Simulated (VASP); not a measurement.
Band structure of PtTe2 (1T layered). Method: LDA (Ceperley-Alder, Perdew-Zunger), VASP's LDA PAW potentials (set 64) (plane waves; VASP 6.6.1).

Unless said otherwise, spin-orbit coupling is left out, though it shifts the bands of the heavy elements here.

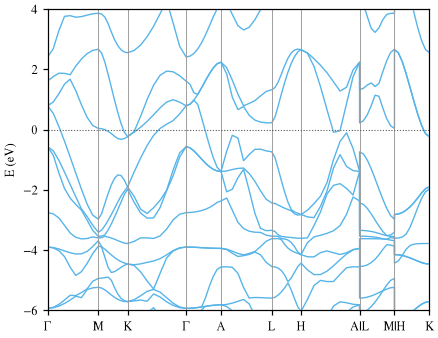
*Bands along high-symmetry lines, zero at the valence-band maximum or, without a gap, the Fermi level*

Question: Read the plot: is there a gap, and where are the band edges?

Answer: It has no gap at this level: it comes out as a metal or semimetal. (Edges off the drawn lines would not show.)

The compound is PtTe2 in the 1T layered structure. It was relaxed first.
